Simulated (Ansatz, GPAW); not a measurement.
# 1T-SnS2 under H-SiSi-Cl chair, AB: simulated STM images, part 3 of 3

What would a tunnelling microscope show on 1T-SnS2 under H-SiSi-Cl chair, AB?

GPAW 26.7.0 and Ansatz 0.2.0; Ansatz plane waves; layer without images along its normal, relaxation of atoms and in-plane cell, with D3(BJ) dispersion; PAW set soft_1 (the session's first sound run).

So far, upper work function (eV): step 3 (the slab's potential) 4.35.

## 4. A second plane-wave code

A second program with its own datasets checks the number independently.

This step: Ansatz plane waves; slab in vacuum with a dipole correction; PAW set soft_1 (Ansatz 0.2.0).

File input.yaml:

```yaml
crystal:
  lattice:
    - [3.7679239791, 0.0, 0.0]
    - [-1.8839619896, 3.2631178855, 0.0]
    - [0.0, 0.0, 42.1103336876]
  atoms:
    - { symbol: S, position: [0.6666666667, 0.3333333333, 0.1462498522] }
    - { symbol: Sn, position: [0.0, 0.0, 0.1806191055] }
    - { symbol: S, position: [0.3333333333, 0.6666666667, 0.2149711316] }
    - { symbol: Cl, position: [0.0, 0.0, 0.2873559007] }
    - { symbol: Si, position: [0.0, 0.0, 0.336390834] }
    - { symbol: Si, position: [0.6666666667, 0.3333333333, 0.3548797789] }
    - { symbol: H, position: [0.6666666667, 0.3333333333, 0.3905469321] }
kpoints:
  mp_grid: { grid: [9, 9, 1] }
hamiltonian:
  xc: pbe
  pseudopotentials: { kind: paw, azcp: { folder: soft_1 } }
scf:
  occupations: { method: fermi_dirac, width: 0.05 }
efield:
  axis: 3
  dipole_correction: true
  ramp_width: 0.05
output:
  forces: true
  write_potential: true
  write_density: true
  volumetric_format: npy
  elf: true
```

Launch:

```bash
$ ansatz run input.yaml --threads 4 --pin off --max-ram 8192MiB --backend cpu --events-out ev --progress --plain --runs-dir out
```

Numbers of over 12 decimals in the logs are rounded to 6 here.

What it wrote:

```text
[...]
Crystal: 7 atoms, lattice volume = 517.754 Å³
Basis set: ecut = 420 eV, 10161 PW (Γ), exchange–correlation on 54×54×576 points (8 copies of the dense FFT grid, shifted against one another)
Bands: 28, of which v1, the nominal top of the filled ones, is band 21 counted from 1 (20 counted from 0)
Symmetry: 6 space group operations
[...]
k-points: 12 of 81 (time reversal used)
[...]
SCF iter   1: F=—  HF=-10198.803384 eV  |F-HF|=—  |Δ(HF+E_count)|=         —  Δρ=2.51e-2  dr2=3.84e0  ethr=3.10e-3  p=0.000 e·Å  D=3.12e-8 V/Å  ΔV_dip=-0.00 eV  dr2_dipole=1.42e-7  V_vac-E_F(+/−)=6.28/6.28 eV  ⟨swp⟩=14.6  Hψ=2656  notcnv=0  defer=1
efield: sawtooth ramp at fractional position 0.7434 (placed from the atoms, in the widest stretch of the axis that holds none; the zero of the levels goes with the place), width 0.0500; the density the first Hamiltonian is built on has a dipole p = 0.000 e·Å; the dipole correction subtracts the counter field D = 3.12e-8 V/Å, which shifts the + side's vacuum level by -0.00 eV against the − side's; the planar-averaged density in the ramp window peaks in size at 7.9e-7 e/Å³
[...]
SCF iter   2: F=—  HF=-10197.805659 eV  |F-HF|=—  |Δ(HF+E_count)|=   9.98e-1  Δρ=1.12e-2  dr2=5.74e-1  ethr=3.10e-3  p=0.009 e·Å  D=3.12e-3 V/Å  ΔV_dip=-0.13 eV  dr2_dipole=4.55e-3  V_vac-E_F(+/−)=5.75/5.88 eV  ⟨swp⟩=3.5  Hψ=746  notcnv=0  defer=22
[...]
SCF iter  11: F=-10197.683652 eV  HF=-10197.683652 eV  |F-HF|=7.26e-10  |Δ(HF+E_count)|=   3.05e-8  Δρ=1.10e-6  dr2=7.77e-9  ethr=2.38e-10  p=0.084 e·Å  D=2.93e-2 V/Å  ΔV_dip=-1.24 eV  dr2_dipole=4.87e-12  V_vac-E_F(+/−)=4.36/5.59 eV  ⟨swp⟩=22.6  Hψ=3432  notcnv=0
SCF 1 converged in 11 iterations: F = -10197.683652 eV  dr2 = 7.77e-9
[...]
WARN: The output density's exchange-correlation potential varies sharply where the density is thin. Do not read a vacuum level from v_tot or v_xc, or from such a field of the output density. On a cell that repeats whose density bears no net charge and no dipole along the vacuum's axis use v_es (v_loc + v_h of the components); under efield.dipole_correction with no amplitude use v_es + v_field, which holds any externa [...]
SCF converged after 11 iterations
Free energy (F): -10197.683652 eV
[...]
Internal energy: -10197.683441 eV  (E = F + TS)
E sigma→0 (E₀):  -10197.683547 eV
Entropy (-TS):   -0.000211 eV (-0.030 meV/atom)
Fermi energy:    -2.015376 eV
Dipole field:    D = 0.029337 V/Å  (p = 0.083942 e·Å, saw-weighted, corrected)
Work function:   Φ+ = 4.3583 eV   Φ− = 5.5937 eV
Levels:          The Fermi level and band energies are counted from a zero that moves with the ramp; work functions are not
[...]
--- Forces (eV/Å), atoms counted from 1 ---
  atom   1  S      0.00000000     0.00000000    -0.07825127
  atom   2  Sn     0.00000000    -0.00000000    -0.04228957
  atom   3  S     -0.00000000    -0.00000000     0.00487316
  atom   4  Cl     0.00000000     0.00000000     0.00633291
  atom   5  Si    -0.00000000     0.00000000     0.04336642
  atom   6  Si     0.00000000     0.00000000     0.05064218
  atom   7  H     -0.00000000     0.00000000     0.01532973
  max |Σ_I F_I| component: 3.55e-6 eV/Å
--- Band table (eV; the first three rows and the last of 12) ---
  k-point 0: bands = [... 17 lower, -3.5324, -3.5324, -2.2687, -2.2687, -1.2317, -0.3538, 0.2707, 1.4229, ... 3 higher]
  k-point 1: bands = [... 17 lower, -3.7513, -3.4135, -3.1453, -2.5136, -0.7992, 0.0385, 0.8417, 1.2085, ... 3 higher]
  k-point 2: bands = [... 17 lower, -4.3122, -3.6515, -3.4073, -2.9614, -0.7781, 0.0454, 1.0160, 1.4232, ... 3 higher]
  k-point 11: bands = [... 17 lower, -4.9836, -4.8137, -3.7526, -3.7267, -0.6427, 1.0130, 1.7225, 2.5245, ... 3 higher]
```

Wall time 4.2 s (4 threads of AMD EPYC 9R14 (Zen 4), shared host); peak memory 0.96 GiB.

This step gave:

```yaml
free_energy: -10197.6837 eV
upper_work_function: 4.358 eV
lower_work_function: 5.594 eV
dipole_along_the_normal: 0.08394 e·Å
dipole_field: 0.02934 V/Å
vacuum_level_above: 2.343 eV
vacuum_level_below: 3.578 eV
```

The electrostatic potential energy of an electron (with the applied field's), less the Fermi level, planar mean oscillates, so the rows of the table below give means over windows of 5 Å about each position, cut where the curve ends. Its maxima inside the range that stand out by 2 % of the span (Å: eV): 7.6: -5.41, 10.7: 5.03, 13.0: 1.95. Its minima: 7.2: -6.49, 8.2: -6.50, 12.1: -3.22, 14.6: -10.7.

The electrostatic potential energy of an electron (with the applied field's), less the Fermi level, planar mean by z; means over each step:

| z (Å) | electrostatic potential energy of an electron (with the applied field's), less the Fermi level, planar mean (eV) |
| --- | --- |
| 0 | 5.59 |
| 5 | 0.979 |
| 10 | -1.33 |
| 15 | -1.85 |
| 20 | 4.35 |
| 25 | 4.36 |
| 30 | 4.44 |
| 35 | 5.54 |
| 40 | 5.59 |

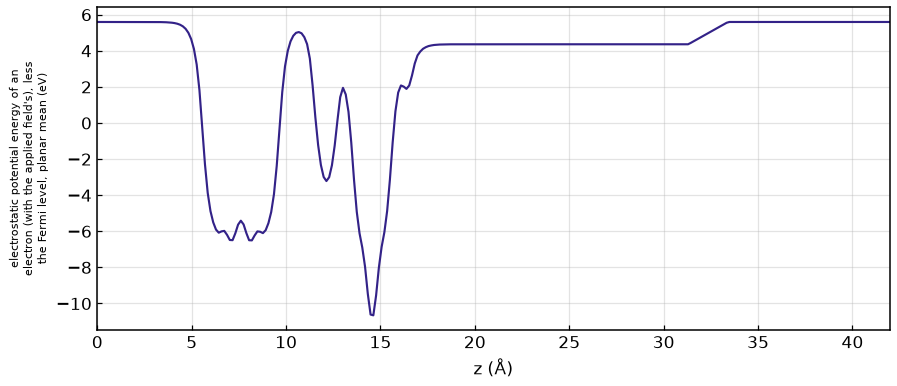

Electrostatic potential energy of an electron (with the applied field's), less the Fermi level, planar mean against z.

The valence density, planar mean oscillates, so the rows of the table below give means over windows of 2.5 Å about each position, cut where the curve ends. Its maxima inside the range that stand out by 2 % of the span (Å: e/Å³): 7.6: 1.05, 12.1: 0.394, 14.6: 0.333. Its minima: 10.7: 0.0290, 13.3: 0.140.

Table of valence density, planar mean by z; means over each step:

```csv
z (Å),"valence density, planar mean (e/Å³)"
0.0,0
2.5,1.5e-4
5.0,0.117
7.5,0.582
10.0,0.161
12.5,0.259
15.0,0.219
17.5,0.0283
20.0,1.6e-5
```

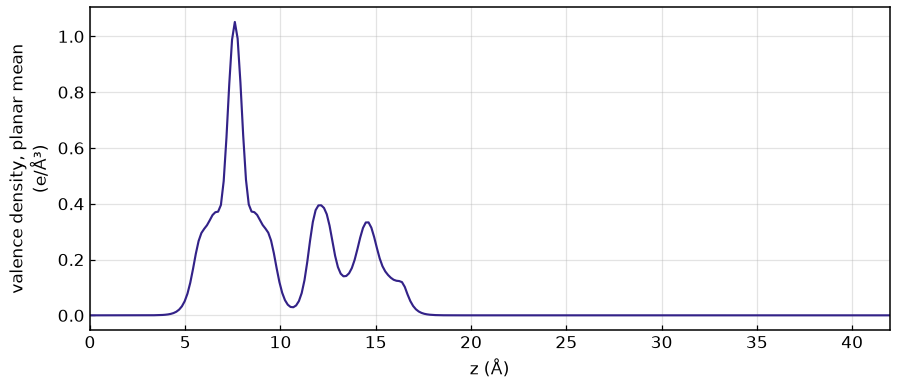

Valence density, planar mean against z.

Force by atom:

| atom | x (eV/Å) | y (eV/Å) | z (eV/Å) | size |
| --- | --- | --- | --- | --- |
| S1 | 0.0000 | 0.0000 | -0.0783 | 0.0783 |
| Sn2 | 0.0000 | 0.0000 | -0.0423 | 0.0423 |
| S3 | 0.0000 | 0.0000 | 0.0049 | 0.0049 |
| Cl4 | 0.0000 | 0.0000 | 0.0063 | 0.0063 |
| Si5 | 0.0000 | 0.0000 | 0.0434 | 0.0434 |
| Si6 | 0.0000 | 0.0000 | 0.0506 | 0.0506 |
| H7 | 0.0000 | 0.0000 | 0.0153 | 0.0153 |

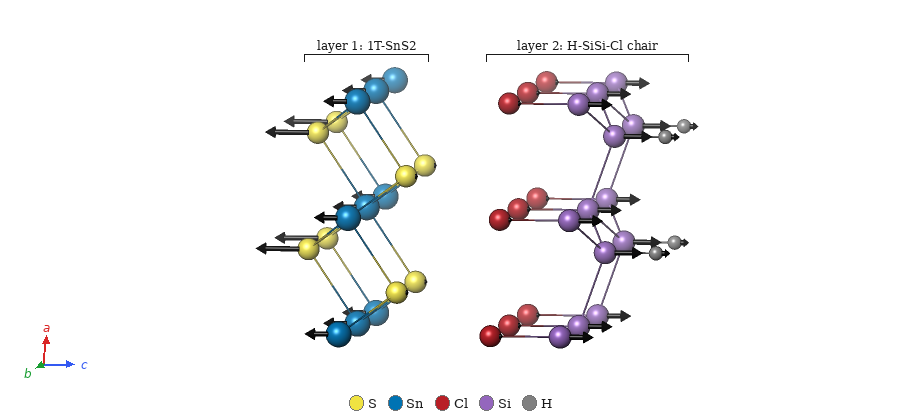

Force as arrows, the longest 0.0783 eV/Å. 2×2×1 cells are drawn. Some periodic images of atoms are drawn too.

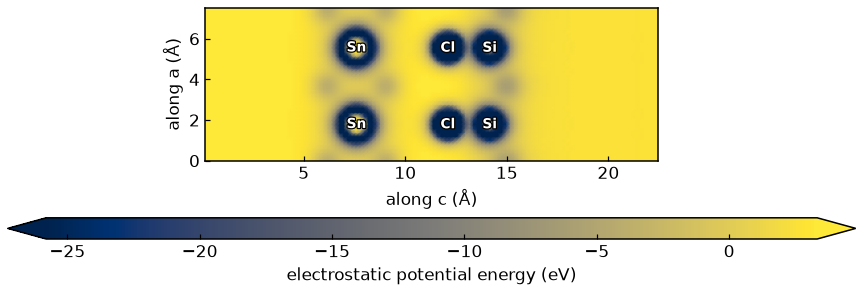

Electrostatic potential energy in the ca plane at fractional y = 0.000, with atoms of Sn and Cl and Si within 0.2 Å of it. With pseudopotentials it is smooth inside the atoms' cores, unlike the true potential. The map starts off the cell's origin, so that atoms lie inside it. The far vacuum is left out of the map.

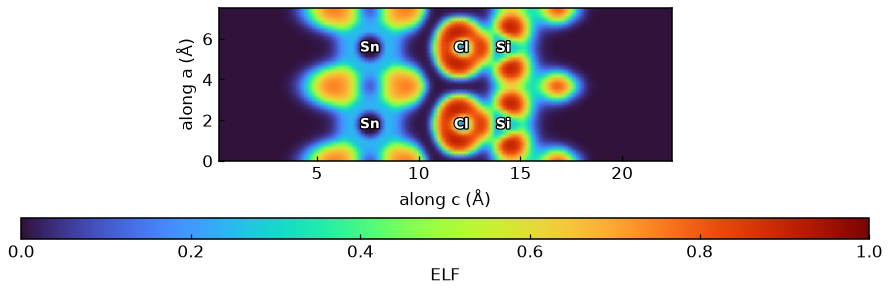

ELF in the ca plane at fractional y = 0.000, with atoms of Sn and Cl and Si within 0.2 Å of it. It is the smooth field of the valence electrons, not physical close to the nuclei. The map starts off the cell's origin, so that atoms lie inside it. The far vacuum is left out of the map.

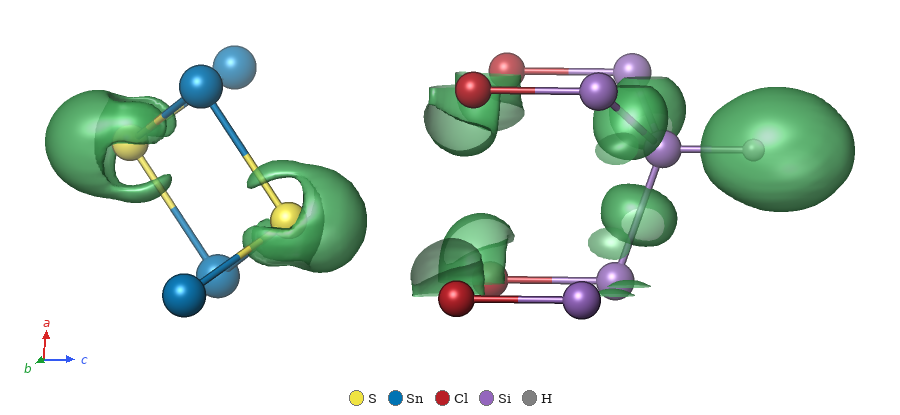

Surface of ELF = 0.85.

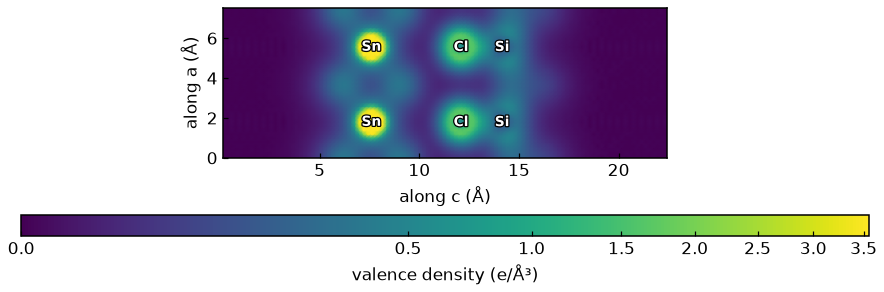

Valence density in the ca plane at fractional y = 0.000, with atoms of Sn and Cl and Si within 0.2 Å of it. It is the smooth field of the valence electrons, not physical close to the nuclei. The map starts off the cell's origin, so that atoms lie inside it. The colour scale is stretched toward low values. The far vacuum is left out of the map.

In a gap the Fermi level hangs on smearing and numerics; here the upper work functions are 4.358 and 4.349 eV; the step between the faces is -1.2 against -1.2 eV.

## 5. Side by side

Results and costs are gathered.

This step: comparison of work functions, dipole and cost; PAW set soft_1 (GPAW 26.7.0).

Ladder, by row:

```csv
step,code,"work function, upper (eV)","work function, lower (eV)",dipole (e Å),wall time (s),peak memory (GiB),threads
pw,GPAW,4.349,5.59,0.08404,143.9,0.79,1
ansatz,Ansatz,4.358,5.594,0.08394,4.19,0.96,4
```

## 6. A changed run

One more run, with changed settings.

This step: GPAW, PAW setups; slab in vacuum (GPAW 26.7.0).

File run.py:

```python
import json
import numpy as np
from ase import Atoms
from gpaw import GPAW, PW

slab = Atoms(
    ['S', 'Sn', 'S', 'Cl', 'Si', 'Si', 'H'],
    positions=[
        [1.88396, 1.08771, 7.00000],
        [-0.00000, 0.00000, 8.44730],
        [-0.00000, 2.17541, 9.89388],
        [-0.00000, 0.00000, 12.94202],
        [-0.00000, 0.00000, 15.00690],
        [1.88396, 1.08771, 15.78548],
        [1.88396, 1.08771, 17.28743]],
    cell=[[3.76792, 0.0, -0.0], [-1.88396, 3.26312, 0.0], [-0.0, 0.0, 24.2874]],
    pbc=[True, True, False])

slab.calc = GPAW(mode=PW(500), xc='PBE', kpts={'size': (9, 9, 1), 'gamma': True},
                 occupations={'name': 'fermi-dirac', 'width': 0.05}, nbands='100%',
                 convergence={'density': 1e-05}, maxiter=75,
                 poissonsolver={'dipolelayer': 'xy'},
                 symmetry={'tolerance': 1e-3}, txt='slab.txt')
result = {}
energy = slab.get_potential_energy()
fermi = slab.calc.get_fermi_level()
v = slab.calc.get_electrostatic_potential().mean((0, 1)) - fermi
n = slab.calc.get_pseudo_density().mean((0, 1))
L = slab.cell[2, 2]
z = np.arange(len(v)) * L / len(v)
low, high = slab.positions[:, 2].min(), slab.positions[:, 2].max()
below, above = np.interp([low - 4.8, high + 4.8], z, v)
slopes = [np.interp(x, z, np.gradient(v, z)) for x in (low - 4.8, high + 4.8)]
eps = np.array([[slab.calc.get_eigenvalues(k, s) for k in range(len(slab.calc.get_ibz_k_points()))]
                for s in range(slab.calc.get_number_of_spins())]) - fermi
top, bottom = eps[eps < 0].max(), eps[eps > 0].min()
dipole = slab.get_dipole_moment()[2]
print(f'energy {energy:.4f} eV, Fermi level {fermi:.4f} eV, dipole {dipole:.5f} e A')
print(f'potential 4.8 A off the faces, from the Fermi level: lower {below:.4f} eV, upper {above:.4f} eV')
print(f'slope of the potential there: lower {slopes[0]:.5f}, upper {slopes[1]:.5f} eV/A')
print(f'nearest levels on the mesh: {top:.4f} and {bottom:.4f} eV')
print('magnetic moment', round(slab.get_magnetic_moment(), 3))
result.update(energy=energy, fermi=fermi, dipole=dipole, below=below, above=above, slopes=slopes, edges=[top, bottom],
              z=z.tolist(), v=v.tolist(), n=n.tolist(), positions=slab.positions.tolist(),
              forces=slab.get_forces(apply_constraint=False).tolist(), moments=slab.get_magnetic_moments().tolist())
json.dump(result, open('result.json', 'w'))
```

Launch:

```bash
$ OMP_NUM_THREADS=1 OPENBLAS_NUM_THREADS=1 python run.py
```

What it wrote:

```text
ValueError: zero-size array to reduction operation minimum which has no identity
```

Run time: 21 s. Hardware: 1 thread; peak memory 0.28 GiB.

The run ended with an error.

The program's message: “ValueError: zero-size array to reduction operation minimum which has no identity”

The change that led to it: nbands = "100 % of the filled bands".

## 7. Results

```
work function, upper and lower face (Fermi level placed in the gap by the smearing) : 4.349 and 5.589 eV
ionisation energy from the upper face (highest filled level on the mesh)            : 4.61 eV
electron affinity from the upper face (lowest empty Kohn-Sham level on the mesh)    : 4.04 eV
dipole along the normal                                                             : 0.0840 e Å
corrugation at 1 V                                                                  : 0.112 Å
```

What this shows: At 1 V the tip height varies by 0.11 Å over the cell. Negative sample bias images filled states, positive bias empty ones. The two faces differ by 1.2 eV, the step that the slab's dipole makes (e p/(ε0 A) gives 1.2 eV), so the dipole layer is needed. The levels nearest the Fermi level on the mesh lie 0.569 eV apart, so the slab is gapped there: the smearing puts the Fermi level inside the gap, and from either face the ionisation energy is the work function plus 0.26 eV. Both are Kohn-Sham levels on the mesh, and semilocal gaps are too small, so the affinity tends to come out too large and the ionisation energy too small. The images are of Tersoff-Hamann type: an s-wave tip, no tip-sample forces, heights closer than in a microscope. The layers' spacing was relaxed with a D3(BJ) dispersion term, which the later single points do not need. The two layers were forced onto one 1×1 cell, so each is strained from its own lattice constant, in some pairs by much; the numbers describe this forced stack. Biases count from a Fermi level whose place in the gap is arbitrary, so only their reach past the band edges has a meaning. The layer's cell and atoms come from the relaxation; spin-orbit coupling and temperature are left out.

[Logs are printed without paths, hosts, clocks, repeated set-up lines and the standing remarks that a program may print on its own settings, such as how far it seeks lower states.]

[Hosts, paths, dates, database ids (printed as entryN), source tags and the programs' standing remarks are cut or masked in the printed files.]
